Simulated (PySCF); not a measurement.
# C₃H₇NSi: NMR shifts at several levels of theory, part 2 of 2

PySCF 2.14.0. Atoms count from 0. The steps go on from the part before.

## 8. NMR shieldings: PBE0/aug-cc-pVDZ

What the job is given:

```
{"job": {"kind": "nmr", "xc": "PBE0", "basis": "aug-cc-pVDZ", "pop": true}, "charge": 0, "multiplicity": 1}
C      2.330648     1.304028    -0.849906
C      1.335811     0.777728    -0.386254
Si    -0.174573     0.003216     0.332854
C     -1.683931     0.430742    -0.681860
N      0.083985    -1.708388     0.289432
H      3.207116     1.770494    -1.263737
H     -0.332283     0.595871     1.702736
H     -1.839258     1.520357    -0.698872
H     -1.565342     0.074211    -1.715604
H     -2.588759    -0.030537    -0.254786
H     -0.668164    -2.330871     0.564299
H      0.978628    -2.074402     0.596240
```

Method: GIAO PBE0/aug-cc-pVDZ NMR shielding, non-relativistic, gas phase.

Log:

```text
coarse grid: 10288 points
cycle   1  E = -462.3478723422  dE =  3.393e-01  |g| = 5.417e-01  |ddm| = 1.379e+01
cycle   2  E = -462.3018715508  dE =  4.600e-02  |g| = 6.901e-01  |ddm| = 2.624e+00
cycle   3  E = -462.4155229010  dE = -1.137e-01  |g| = 1.455e-01  |ddm| = 1.294e+00
cycle   4  E = -462.4205899856  dE = -5.067e-03  |g| = 4.707e-02  |ddm| = 3.325e-01
cycle   5  E = -462.4210934920  dE = -5.035e-04  |g| = 1.720e-02  |ddm| = 1.093e-01
cycle   6  E = -462.4211672123  dE = -7.372e-05  |g| = 2.256e-03  |ddm| = 5.198e-02
cycle   7  E = -462.4211686017  dE = -1.389e-06  |g| = 6.945e-04  |ddm| = 7.541e-03
final grid: 94152 points
cycle   8  E = -462.4334063005  dE = -1.609e-05  |g| = 7.541e-03  |ddm| = 1.462e-01
cycle   9  E = -462.4333988979  dE =  7.403e-06  |g| = 9.561e-03  |ddm| = 3.688e-02
cycle  10  E = -462.4334204926  dE = -2.159e-05  |g| = 8.316e-04  |ddm| = 1.697e-02
cycle  11  E = -462.4334206678  dE = -1.753e-07  |g| = 1.669e-04  |ddm| = 2.863e-03
cycle  12  E = -462.4334206706  dE = -2.782e-09  |g| = 1.279e-04  |ddm| = 7.124e-04
cycle  13  E = -462.4334206747  dE = -4.075e-09  |g| = 3.453e-05  |ddm| = 2.811e-04
cycle  14  E = -462.4334206750  dE = -3.055e-10  |g| = 8.233e-06  |ddm| = 1.085e-04
converged SCF energy = -462.4334206750

GIAO shielding tensors (ppm)
atom      isotropic    diamagn.    paramagn.     s11        s22        s33       span
  0 C      104.826     265.562    -160.737     28.868     34.874    250.735    221.867
  1 C      111.273     227.333    -116.060     20.205     23.218    290.396    270.190
  2 Si     446.070     887.825    -441.755    406.816    440.945    490.449     83.633
  3 C      195.626     192.659       2.967    188.049    198.044    200.786     12.737
  4 N      256.733     284.273     -27.541    230.458    264.662    275.078     44.620
  5 H       29.248      30.403      -1.155     24.364     24.516     38.864     14.500
  6 H       25.944      24.745       1.198     22.965     23.627     31.238      8.273
  7 H       31.194      28.202       2.992     27.209     28.612     37.762     10.553
  8 H       30.989      24.955       6.034     27.543     28.664     36.759      9.216
  9 H       31.143      29.048       2.094     27.191     28.736     37.500     10.309
 10 H       31.574      32.962      -1.388     24.445     28.101     42.176     17.731
 11 H       31.304      32.508      -1.204     24.169     27.940     41.803     17.634
```

Run time: 19 s. Hardware: 1 thread of Arm Neoverse V1, shared host; peak memory 0.81 GiB.

Key values: δ C0 90.3, C1 83.8, C3 -0.5, Si2 -29.4, H6 5.45, H5 2.15 ppm.

## 9. NMR shieldings: PBE0/IGLO-III

Same as in step 8 but for these lines:

```diff
@@ -1,2 +1,2 @@
-{"job": {"kind": "nmr", "xc": "PBE0", "basis": "aug-cc-pVDZ", "pop": true}, "charge": 0, "multiplicity": 1}
+{"job": {"kind": "nmr", "xc": "PBE0", "basis": "IGLO-III", "pop": true}, "charge": 0, "multiplicity": 1}
 C      2.330648     1.304028    -0.849906
```

Level: GIAO PBE0/IGLO-III NMR shielding, non-relativistic, gas phase.

Log:

```text
coarse grid: 10288 points
cycle   1  E = -462.4230847839  dE =  2.824e-01  |g| = 5.934e-01  |ddm| = 2.540e+00
cycle   2  E = -462.3750274748  dE =  4.806e-02  |g| = 7.388e-01  |ddm| = 7.559e-01
cycle   3  E = -462.4956074143  dE = -1.206e-01  |g| = 1.587e-01  |ddm| = 4.626e-01
cycle   4  E = -462.5007132599  dE = -5.106e-03  |g| = 6.819e-02  |ddm| = 9.001e-02
cycle   5  E = -462.5017708412  dE = -1.058e-03  |g| = 2.129e-02  |ddm| = 3.726e-02
cycle   6  E = -462.5018736529  dE = -1.028e-04  |g| = 2.969e-03  |ddm| = 1.311e-02
cycle   7  E = -462.5018755671  dE = -1.914e-06  |g| = 7.695e-04  |ddm| = 2.877e-03
final grid: 94152 points
cycle   8  E = -462.5035373593  dE = -6.121e-05  |g| = 8.000e-03  |ddm| = 4.156e-02
cycle   9  E = -462.5035299015  dE =  7.458e-06  |g| = 9.914e-03  |ddm| = 9.407e-03
cycle  10  E = -462.5035509190  dE = -2.102e-05  |g| = 8.798e-04  |ddm| = 5.217e-03
cycle  11  E = -462.5035510665  dE = -1.475e-07  |g| = 3.497e-04  |ddm| = 7.394e-04
cycle  12  E = -462.5035510927  dE = -2.620e-08  |g| = 9.595e-05  |ddm| = 2.343e-04
cycle  13  E = -462.5035510944  dE = -1.717e-09  |g| = 5.179e-05  |ddm| = 7.688e-05
cycle  14  E = -462.5035510951  dE = -6.330e-10  |g| = 1.177e-05  |ddm| = 2.505e-05
converged SCF energy = -462.5035510951

GIAO shielding tensors (ppm)
atom      isotropic    diamagn.    paramagn.     s11        s22        s33       span
  0 C       83.291     270.607    -187.316     -1.943      4.494    247.322    249.265
  1 C       91.246     250.076    -158.830     -9.933     -6.688    290.359    300.291
  2 Si     383.163     898.061    -514.897    338.498    377.538    433.455     94.957
  3 C      184.050     249.106     -65.056    175.418    186.963    189.768     14.349
  4 N      244.267     312.476     -68.209    214.832    255.313    262.656     47.825
  5 H       29.252      31.434      -2.182     24.334     24.497     38.924     14.590
  6 H       25.998      29.874      -3.876     23.330     23.815     30.850      7.520
  7 H       31.215      28.320       2.894     27.244     28.687     37.713     10.469
  8 H       31.011      28.715       2.296     27.602     28.771     36.661      9.059
  9 H       31.209      28.325       2.884     27.331     28.836     37.461     10.129
 10 H       31.500      30.580       0.920     24.556     28.064     41.880     17.324
 11 H       31.192      30.611       0.581     24.128     27.933     41.515     17.387
```

Wall time 28 s (1 thread of Arm Neoverse V1, shared host); peak memory 1.1 GiB.

Key values: δ C0 100.5, C1 92.5, C3 -0.3, Si2 -37.8, H6 5.38, H5 2.12 ppm.

## 10. Nuclear shieldings: PBE0/pcSseg-0

Same as in step 9 but for these lines:

```diff
@@ -1,2 +1,2 @@
-{"job": {"kind": "nmr", "xc": "PBE0", "basis": "IGLO-III", "pop": true}, "charge": 0, "multiplicity": 1}
+{"job": {"kind": "nmr", "xc": "PBE0", "basis": "pcSseg-0", "pop": true}, "charge": 0, "multiplicity": 1}
 C      2.330648     1.304028    -0.849906
```

Level: GIAO PBE0/pcSseg-0 NMR shielding, non-relativistic, gas phase.

Log:

```text
coarse grid: 10288 points
cycle   1  E = -461.6168942721  dE =  2.550e-01  |g| = 4.586e-01  |ddm| = 3.664e+00
cycle   2  E = -461.5928779613  dE =  2.402e-02  |g| = 5.633e-01  |ddm| = 1.165e+00
cycle   3  E = -461.6635742012  dE = -7.070e-02  |g| = 1.294e-01  |ddm| = 6.880e-01
cycle   4  E = -461.6674207861  dE = -3.847e-03  |g| = 4.533e-02  |ddm| = 1.475e-01
cycle   5  E = -461.6679052363  dE = -4.845e-04  |g| = 1.223e-02  |ddm| = 5.462e-02
cycle   6  E = -461.6679413973  dE = -3.616e-05  |g| = 1.877e-03  |ddm| = 1.402e-02
cycle   7  E = -461.6679422101  dE = -8.128e-07  |g| = 6.745e-04  |ddm| = 3.006e-03
final grid: 94152 points
cycle   8  E = -461.6866949292  dE = -1.138e-05  |g| = 4.559e-03  |ddm| = 1.700e-02
cycle   9  E = -461.6866933873  dE =  1.542e-06  |g| = 5.323e-03  |ddm| = 1.036e-02
cycle  10  E = -461.6866999922  dE = -6.605e-06  |g| = 5.753e-04  |ddm| = 5.616e-03
cycle  11  E = -461.6867000601  dE = -6.798e-08  |g| = 2.523e-04  |ddm| = 7.051e-04
cycle  12  E = -461.6867000754  dE = -1.526e-08  |g| = 8.053e-05  |ddm| = 3.012e-04
cycle  13  E = -461.6867000769  dE = -1.512e-09  |g| = 2.054e-05  |ddm| = 8.753e-05
cycle  14  E = -461.6867000770  dE = -1.013e-10  |g| = 4.055e-06  |ddm| = 2.868e-05
converged SCF energy = -461.6867000770

GIAO shielding tensors (ppm)
atom      isotropic    diamagn.    paramagn.     s11        s22        s33       span
  0 C       85.893     272.396    -186.502      0.450      7.544    249.687    249.237
  1 C      101.408     286.895    -185.487      5.248      6.723    292.254    287.006
  2 Si     403.297     876.097    -472.800    349.952    391.239    468.699    118.747
  3 C      194.145     260.198     -66.053    185.841    197.718    198.877     13.035
  4 N      268.313     322.261     -53.948    225.933    266.511    312.495     86.561
  5 H       30.462      29.851       0.611     26.006     26.183     39.197     13.190
  6 H       27.077      27.135      -0.058     23.474     24.385     33.370      9.896
  7 H       32.672      30.668       2.004     28.370     29.912     39.733     11.363
  8 H       32.218      30.715       1.502     28.138     29.796     38.718     10.579
  9 H       32.687      30.729       1.958     28.453     30.322     39.286     10.833
 10 H       33.901      30.504       3.397     25.879     29.912     45.913     20.034
 11 H       33.561      30.414       3.147     25.535     29.498     45.651     20.116
```

Wall time 4.9 s (1 thread of Arm Neoverse V1, shared host); peak memory 0.54 GiB.

Key values: δ C0 107.6, C1 92.1, C3 -0.6, Si2 -54.8, H6 5.76, H5 2.37 ppm.

## 11. Comparing the runs: NMR shifts

Shifts (ppm) of some atoms, chosen among heavy atoms and hydrogens apart, means over like atoms, with basis size and wall time:

| run | C0 | C1 | C3 | H6 | H10 | Si2 | N4 | functions | time |
| --- | --- | --- | --- | --- | --- | --- | --- | --- | --- |
| PBE0/6-31G* | 89.5 | 78.5 | 0.0 | 5.21 | -0.42 | -24.3 | 4.9 | 88 | 7.2 s |
| PBE0/6-311+G(2d,p) | 98.0 | 89.5 | -0.2 | 5.51 | -0.07 | -36.0 | 16.4 | 185 | 18 s |
| PBE0/def2-SVP | 92.7 | 83.3 | -0.5 | 5.11 | -0.19 | -44.5 | 11.7 | 109 | 8.2 s |
| PBE0/def2-TZVP | 98.1 | 90.4 | -0.5 | 5.41 | -0.07 | -36.2 | 18.3 | 203 | 22 s |
| PBE0/cc-pVDZ | 93.8 | 83.5 | 0.0 | 5.08 | -0.22 | -37.5 | 11.5 | 109 | 9.2 s |
| PBE0/cc-pVTZ | 98.4 | 89.1 | -0.4 | 5.23 | 0.03 | -31.6 | 15.7 | 252 | 30 s |
| PBE0/aug-cc-pVDZ | 90.3 | 83.8 | -0.5 | 5.45 | -0.04 | -29.4 | 13.1 | 182 | 19 s |
| PBE0/IGLO-III | 100.5 | 92.5 | -0.3 | 5.38 | 0.03 | -37.8 | 16.3 | 254 | 28 s |
| PBE0/pcSseg-0 | 107.6 | 92.1 | -0.6 | 5.76 | -0.90 | -54.8 | -2.3 | 63 | 4.9 s |

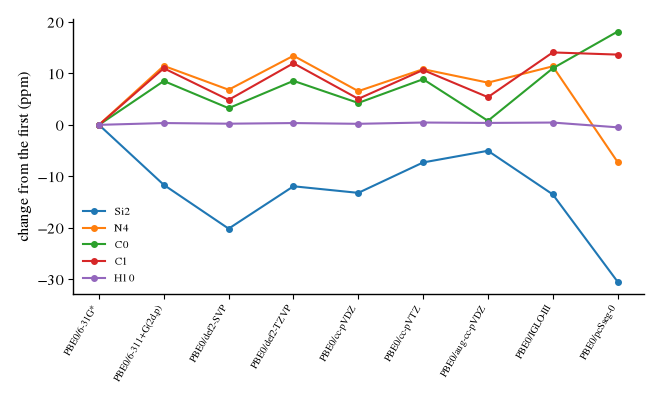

How five of the tabulated atoms move from run to run.

## 12. Results

The summary covers parts 1 to 2.

```
                                                            quantity                        value
                                13C shifts against TMS (PBE0/6-31G*)          89.5, 78.5, 0.0 ppm
1H shifts against TMS (PBE0/6-31G*, means over atoms taken as alike)  5.21, 2.16, 0.21, -0.42 ppm
                               29Si shifts against TMS (PBE0/6-31G*)                    -24.3 ppm
                                15N shifts against NH3 (PBE0/6-31G*)                      4.9 ppm
                                           range of the shift of Si2           -54.8 to -24.3 ppm
```

**Reading.** Single values in the summary come from the first sound run of each kind (PBE0/6-31G*), which need not be the best level. At PBE0/6-31G*: Shielding is most anisotropic at C1 (span 262 ppm, paramagnetic term -142 ppm). In ppm, Si2 moves most: its shift spreads over 30.5 ppm, from -54.8 (PBE0/pcSseg-0) to -24.3 (PBE0/6-31G*).
